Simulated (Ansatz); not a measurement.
NaI (space group Fm-3m, No. 225). Coordinates: the input geometry of an electronic-structure calculation (not necessarily at equilibrium); the starting structure was generated, so it need not be a known form of this composition.

```cif
data_structure
_symmetry_space_group_name_H-M 'Fm-3m'
_symmetry_Int_Tables_number 225
_cell_length_a 6.4594
_cell_length_b 6.4594
_cell_length_c 6.4594
_cell_angle_alpha 90.000
_cell_angle_beta 90.000
_cell_angle_gamma 90.000
_cell_volume 269.52
loop_
_atom_site_label
_atom_site_type_symbol
_atom_site_symmetry_multiplicity
_atom_site_Wyckoff_symbol
_atom_site_fract_x
_atom_site_fract_y
_atom_site_fract_z
_atom_site_occupancy
Na1 Na 4 a 0.00000 0.00000 0.00000 1
I1 I 4 b 0.50000 0.00000 0.00000 1
```

Describe the stacking along [111], with columns A (0, 0), B (1/3, 2/3), C (2/3, 1/3) of the hexagonal mesh spanned by (a − b)/2 and (b − c)/2.

Na(A) – I(C) – Na(B) – I(A) – Na(C) – I(B) (six layers in 11.19 Å).

I layers alone: CAB, the cubic close-packed type.

Na: three octahedral sites in each hexagonal cell.

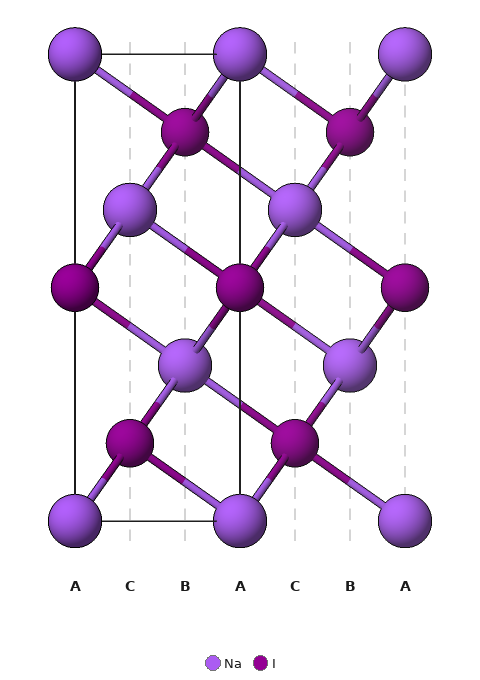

Projection along an edge of the hexagonal mesh, stacking direction [111] upwards. The dashed lines mark the three columns A (0, 0), B (1/3, 2/3) and C (2/3, 1/3). The box is the hexagonal cell of the face-centred cubic lattice. The sequence starts with the first layer at or above the cell's origin.
